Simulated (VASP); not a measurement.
Band structure of YAl3 (space group Pm-3m). Level of theory: LDA (Ceperley-Alder, Perdew-Zunger), VASP's LDA PAW potentials (set 64) (plane waves; VASP).

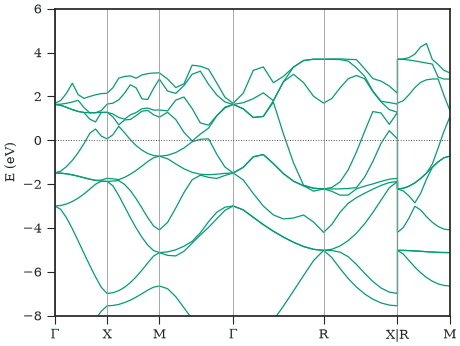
Bands along high-symmetry lines, zero at the valence-band maximum or, without a gap, the Fermi level

Q: Read the plot: is there a gap, and where are the band edges?

A: It has no gap at this level: it comes out as a metal or semimetal.

The structure comes from a computed database's YAl3 entry (Pm-3m); how it stands against other phases isn't given here. The cell was not relaxed at this level.
